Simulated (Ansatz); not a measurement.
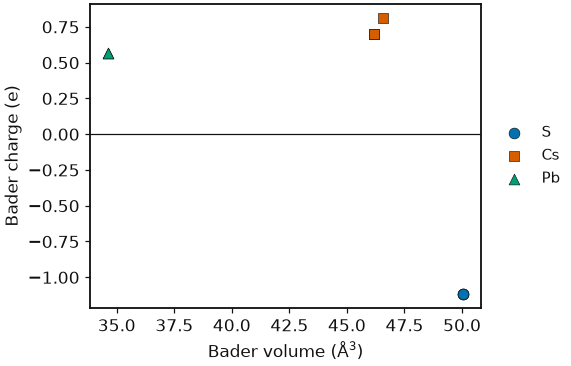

Bader charges of the atoms (positive: electrons lost), against the volumes of their basins.

Structure: Cs₃Pb₂S₃, space group P6/mmm, 8 atoms in the cell; a = 9.43 Å, b = 9.43 Å, c = 6.90 Å, α = 90.00°, β = 90.00°, γ = 120.00°.

Level of theory: DFT PBE, scalar-relativistic, plane waves, PAW, no spin polarisation, 6×6×6 k mesh, 420 eV cutoff; code Ansatz 0.2.0.

Which way does charge flow, and how much?

Answer. The Bader charges are Cs from +0.70 to +0.81 e, Pb +0.57 e and S −1.12 e. Summed over the cell, Cs gives up most (2.2 e) and S takes most (3.3 e).

Which atoms take the most room?

Answer. S has the largest basins, 50.1 Å³ on average, and Pb the smallest, 34.6 Å³.

The structure is an invented one, so it need not be a known or stable phase. Spin-orbit coupling is left out, which matters for Pb.
